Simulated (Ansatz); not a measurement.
# ClF$_{3}$Si···NH$_{3}$: what the fields show

Input

```
crystal:
  periodic: [false, false, false]
  atoms:
    - { symbol: Si, position_ang: [-1.254158, 0.061008, -0.179817] }
    - { symbol: "N", position_ang: [1.834105, -0.203496, 0.252156] }
    - { symbol: F, position_ang: [-0.570114, -0.481013, -1.518443] }
    - { symbol: F, position_ang: [-0.959061, -0.902303, 1.060985] }
    - { symbol: F, position_ang: [-2.832807, 0.013666, -0.422549] }
    - { symbol: H, position_ang: [1.52781, 0.743771, 0.462789] }
    - { symbol: Cl, position_ang: [-0.744388, 2.049991, 0.220912] }
    - { symbol: H, position_ang: [1.345398, -0.864998, 0.848255] }
    - { symbol: H, position_ang: [1.653215, -0.416527, -0.724486] }
basis:
  gaussian: { orbitals: def2-SVP }
hamiltonian:
  xc: b3lyp
relax:
  f_tol: 0.03
  max_steps: 50
output:
  orbitals: {}
```

Launched as:

```sh
ansatz run input.yaml --threads 2 --pin off --max-ram 3072MiB --backend cpu --events-out ev --progress --plain --runs-dir out
```

The fields are those of the run's last geometry, not of the input's.

Computed with Ansatz 0.2.0, RKS B3LYP/def2-SVP.

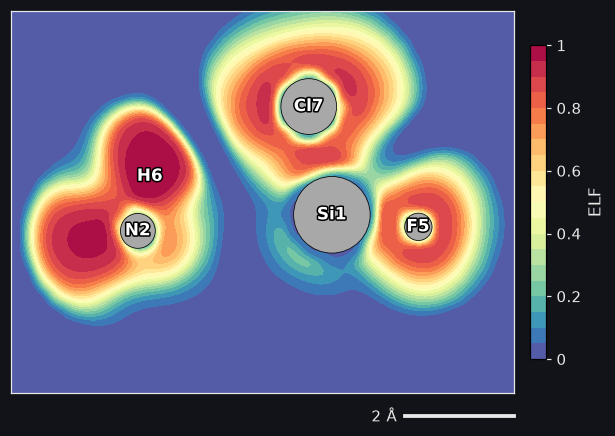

Figure 1. Electron localisation function on the plane of atoms F5, Si1 and Cl7. Grey discs cover the atomic cores.

Q: What do the fields say about this system?

A:
- Atoms in the plane: Si, N, F, H and Cl.
- Si1···N2 (3.56 Å): the ELF dips to about 0 between them; a weak contact between the two molecules.
- Si–F (1.60 Å): the ELF peaks at about 0.85 in the valence shell of F, 0.6 Å from its nucleus, and is about 0.35 at the midpoint.
- Si–Cl (2.02 Å): the ELF peaks at about 0.90 between the atoms; a polar covalent bond.
- N–H (1.02 Å): the ELF climbs to about 1 towards the hydrogen, as it does in any bond to H (a covalent bond by its length).
- The ELF also peaks beside F5, N2 and Cl7, away from the bonds: lone-pair regions.

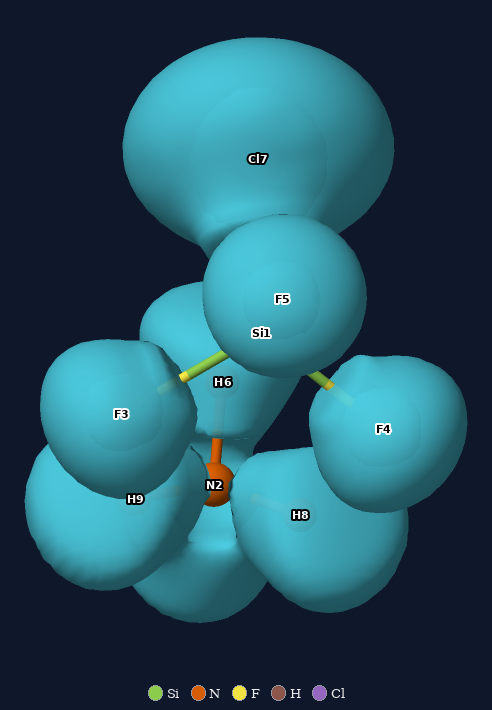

Figure 2. Isosurface of the electron localisation function at 0.75 (cyan), seen at an oblique angle. Only the valence region is drawn (cores and ρ < 0.01 e/Å³ removed).

Q: Identify the bonds, lone pairs and shells in this picture.

A: The ELF exceeds this value in one region on Cl in which the atom's valence shell and bonds are merged, three regions wrapped around F (its lone pairs, merged into a ring or cap) and one joined region spread over several atoms (H, N), in which their bonds and any lone pairs are merged.

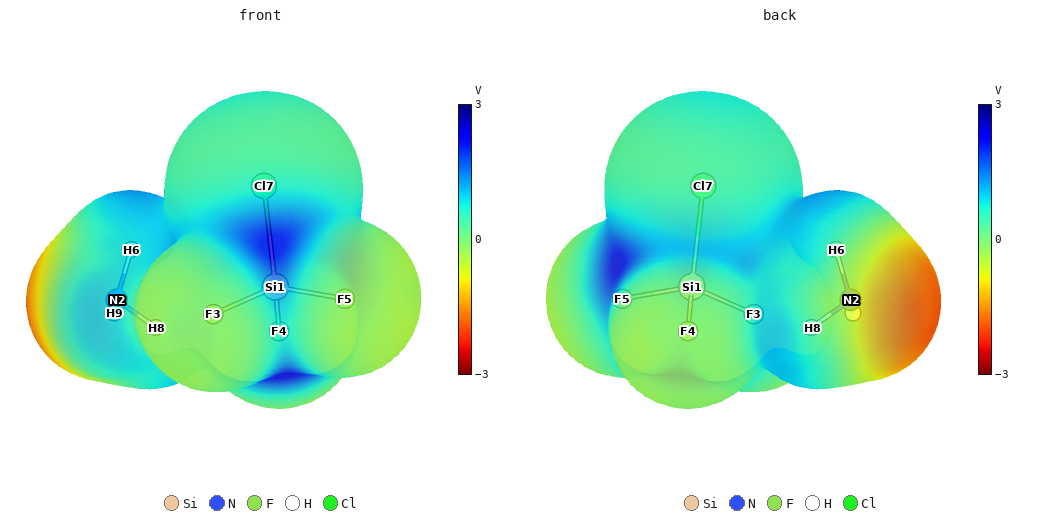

Figure 3. The electrostatic potential painted on the density surface at 0.002 e/bohr³, seen from the front and from behind; the colour scale runs from red (negative) to blue (positive).

Q: Where is the surface potential most negative and most positive?

A: The most negative region (about −2.0 V) lies over N2, the most positive (about +2.3 V) over Si1. N2 is the likeliest acceptor of a hydrogen bond.

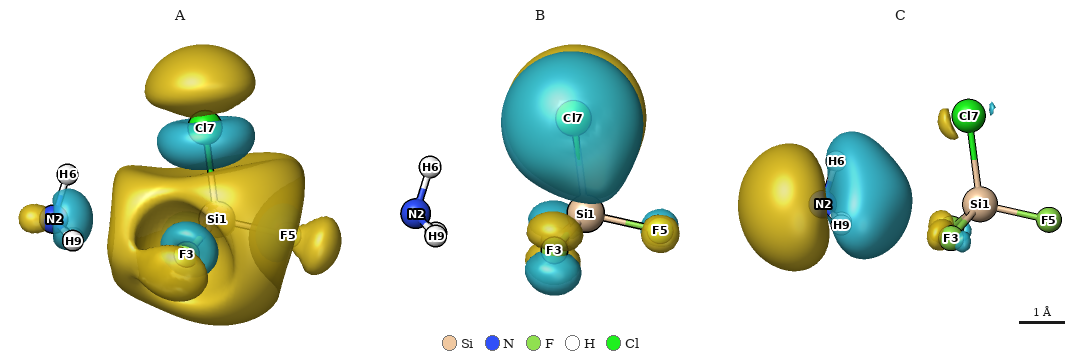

Figure 4. Three frontier orbitals at ±0.06 Å⁻³ᐟ² (yellow and cyan are the two phases), in no order.

Q: Which picture is the HOMO−1, the HOMO and the LUMO?

A: B is the HOMO−1 (−10.16 eV). Its weight (Hirshfeld) is mainly on Cl7 (about 85 %); largely a lone pair of Cl7. C is the HOMO (−7.06 eV). It lies mainly on N2 (about 80 %); largely a lone pair of N2. A is the LUMO (−0.20 eV). It lies mainly on Si1 (about 40 %), Cl7 (about 25 %), F3 (about 10 %), F4 (about 10 %) and F5 (about 10 %).

Q: What is the HOMO–LUMO gap?

A: 6.86 eV between the orbital energies.
